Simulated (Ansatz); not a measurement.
C6H12Cl4Si4

```yaml
atoms:
  - { symbol: C, position_ang: [-1.6758, -0.4392, -2.6460] }
  - { symbol: C, position_ang: [1.2475, 0.5065, -2.4127] }
  - { symbol: C, position_ang: [-0.4720, 1.5303, -0.0166] }
  - { symbol: C, position_ang: [-1.1047, 0.1323, 0.3339] }
  - { symbol: C, position_ang: [1.8245, -0.1230, 0.5067] }
  - { symbol: C, position_ang: [0.3640, -2.1755, -1.1686] }
  - { symbol: Cl, position_ang: [-3.2114, -2.1714, -0.4179] }
  - { symbol: Cl, position_ang: [0.5928, -1.9415, -4.4064] }
  - { symbol: Cl, position_ang: [2.4208, 2.9582, -0.6236] }
  - { symbol: Cl, position_ang: [0.0255, -2.4231, 2.0858] }
  - { symbol: Si, position_ang: [-2.4244, -0.3032, -0.9259] }
  - { symbol: Si, position_ang: [0.1200, -0.9897, -2.6077] }
  - { symbol: Si, position_ang: [1.2729, 1.2226, -0.6780] }
  - { symbol: Si, position_ang: [0.2798, -1.1932, 0.4316] }
  - { symbol: H, position_ang: [-3.5484, 0.6762, -0.8901] }
  - { symbol: H, position_ang: [-2.2756, -1.1664, -3.2208] }
  - { symbol: H, position_ang: [-1.7580, 0.5258, -3.1776] }
  - { symbol: H, position_ang: [2.2804, 0.2000, -2.6632] }
  - { symbol: H, position_ang: [0.9620, 1.2760, -3.1521] }
  - { symbol: H, position_ang: [-1.0927, 2.1287, -0.7105] }
  - { symbol: H, position_ang: [-0.3820, 2.1436, 0.8968] }
  - { symbol: H, position_ang: [-1.6021, 0.1675, 1.3204] }
  - { symbol: H, position_ang: [2.7434, -0.6553, 0.2136] }
  - { symbol: H, position_ang: [1.9649, 0.2966, 1.5184] }
  - { symbol: H, position_ang: [-0.4184, -2.9533, -1.2034] }
  - { symbol: H, position_ang: [1.3428, -2.6822, -1.2372] }
```

Geometry: r2SCAN-D4/def2-SVP.

These are results of isolated molecule in a Gaussian basis; Kohn-Sham density functional theory, functional PBE0 (Ansatz), not measurements.

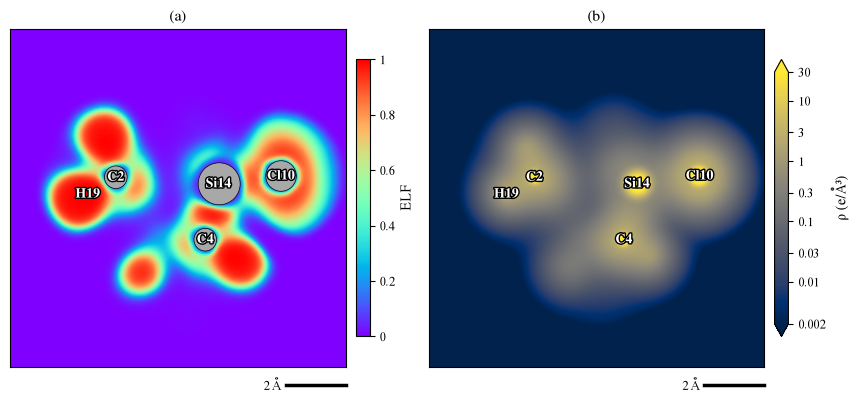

Figure 1. (a) ELF; (b) electron density on the plane of atoms C4, Si14 and Cl10. Grey discs cover the atomic cores in the ELF map.

Q: Interpret the plot.

A: The section cuts through C, Cl, Si and H sites. Si–Cl (2.08 Å): ρ is about 0.83 e/Å³ halfway; the ELF peaks at about 0.90 between the atoms, as expected for a shared but strongly polarised pair. C–H (1.10 Å): ρ is about 1.8 e/Å³ halfway; the ELF climbs to about 1 towards the hydrogen, as it does in any bond to H; a covalent bond by its length. C–Si (1.92 Å): ρ at the midpoint is about 0.9 e/Å³; the ELF peaks at about 0.95 between the atoms; a covalent bond. The ELF also peaks beside Cl10, away from the bonds: lone-pair regions.

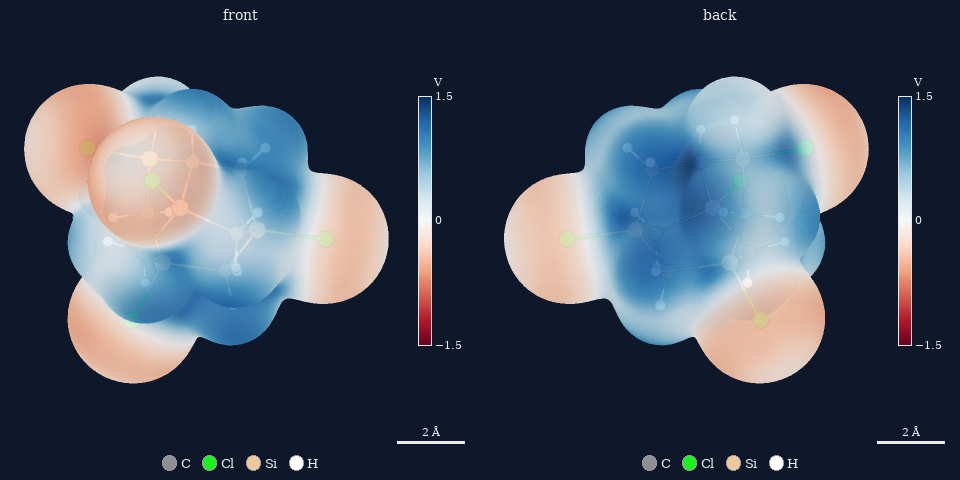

Figure 2. The electrostatic potential painted on the density surface at 0.002 e/bohr³, seen from the front and from behind; red is negative and blue positive.

Q: Which sites attract a positive test charge, and which a negative one?

A: A positive charge is drawn to the negative regions and a negative charge to the positive ones. The most negative region (about −0.7 V, or −16 kcal/mol for a unit charge) lies over Cl7 and Cl10, the most positive (about +1.3 V, or +30 kcal/mol for a unit charge) over Si11, Si13, H17 and H20.

Q: How polar is the molecule by this calculation?

A: Its dipole moment is 1.70 D.

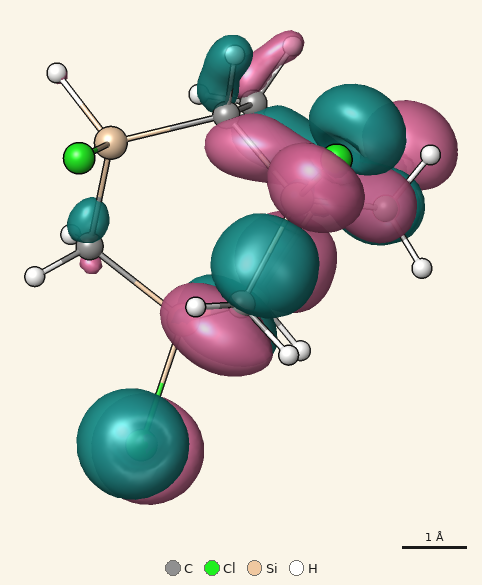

Figure 3. The HOMO−1 at ±0.1 Å⁻³ᐟ² (teal and pink are the two phases), seen at a tilt.

Q: Describe this orbital and give its energy.

A: Its weight (Hirshfeld) is mainly on Cl8 (about 20 %), Cl10 (about 10 %), Cl9 (about 10 %), C6 (about 10 %), C2 (about 10 %) and Si14 (about 5 %). Its energy is −8.17 eV.
